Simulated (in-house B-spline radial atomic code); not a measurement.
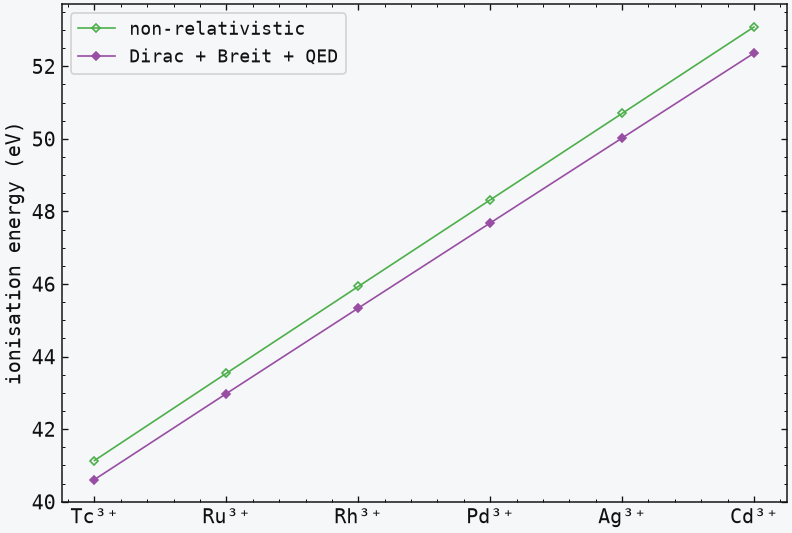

Ionisation energies with and without relativity. System: Tc³⁺, Ru³⁺, Rh³⁺, Pd³⁺, Ag³⁺ and Cd³⁺. The calculation used Hartree–Fock ΔSCF (a B-spline radial code). Open p, d and f shells are averaged over both j, so the values don't run from ground level to ground level.

### Which has the highest ionisation energy with relativity?

Cd³⁺, 52.36 eV.
